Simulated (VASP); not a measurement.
Band structure of WS₂. Computed with PBEsol GGA with spin-orbit coupling, VASP's PBE PAW potentials (set 64) (plane waves; VASP).

The cell holds a wide vacuum, so values per volume refer to the whole cell. The path is coarsely sampled, so an indirect gap can come out somewhat too large.

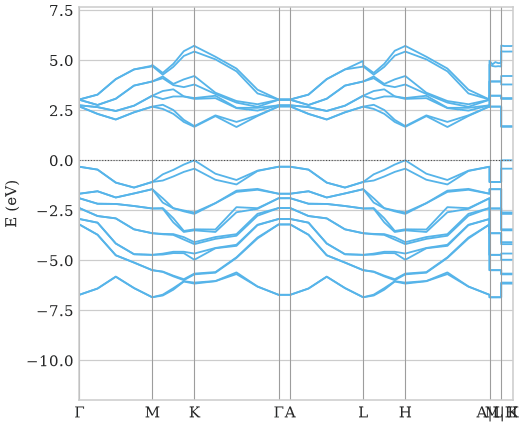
Bands along high-symmetry lines, zero at the valence-band maximum or, without a gap, the Fermi level

Problem. Read the plot: is there a gap, and where are the band edges?

Solution. The gap is indirect, 1.66 eV, from the valence maximum at K to the conduction minimum at K-Γ at 0.50.

The cell is a sheet with vacuum, built from a database entry that may be metastable or hypothetical.
